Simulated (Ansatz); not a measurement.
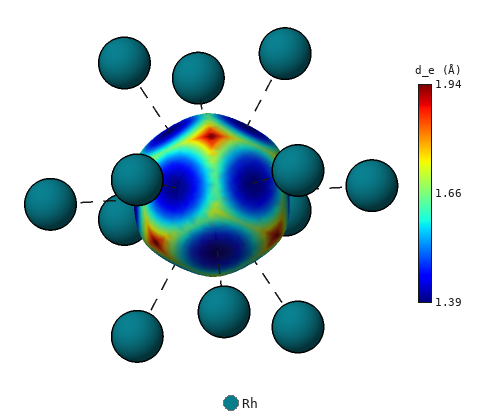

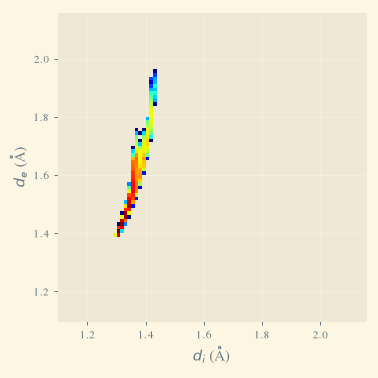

Hirshfeld surface computed for one Rh atom in Rh (Fm-3m, No. 225), coloured by d_e. Dashed lines lead to the closest neighbours outside. The second picture is its fingerprint plot, coloured by area on a logarithmic scale (blue little, red much).

The surface is where the fragment's share of the procrystal density (the sum of the densities of spherically averaged neutral Hartree-Fock atoms) equals one half. d_i and d_e are the distances from the surface to the nearest nucleus inside and outside. From Rb on the atoms have core potentials, so only their outer electrons count.

The cell is taken from a calculation's input that goes back to an entry of the Crystallography Open Database (an earlier step may have relaxed or displaced it).

```cif
data_structure
_symmetry_space_group_name_H-M 'Fm-3m'
_symmetry_Int_Tables_number 225
_cell_length_a 3.8031
_cell_length_b 3.8031
_cell_length_c 3.8031
_cell_angle_alpha 90.000
_cell_angle_beta 90.000
_cell_angle_gamma 90.000
_cell_volume 55.01
loop_
_atom_site_label
_atom_site_type_symbol
_atom_site_symmetry_multiplicity
_atom_site_Wyckoff_symbol
_atom_site_fract_x
_atom_site_fract_y
_atom_site_fract_z
_atom_site_occupancy
Rh1 Rh 4 a 0.00000 0.00000 0.00000 1
```

What is the shortest distance from the fragment to an atom outside it?

Rh–Rh, 2.69 Å.

How is the surface shared among contacts (nearest atom inside ··· nearest atom outside)?

Rh···Rh 100 %. The surface faces 12 neighbours with more than 2 % of its area each: 12 Rh.

Give the size and shape of the surface.

It encloses about 10.5 Å³, has an area of about 23 Å² and a globularity of 0.99 (1 for a sphere).

Where does the fingerprint reach closest to the origin?

The smallest d_i + d_e is about 2.7 Å, which belongs to the shortest contact, Rh···Rh at 2.69 Å; d_e runs from 1.39 to 1.94 Å.
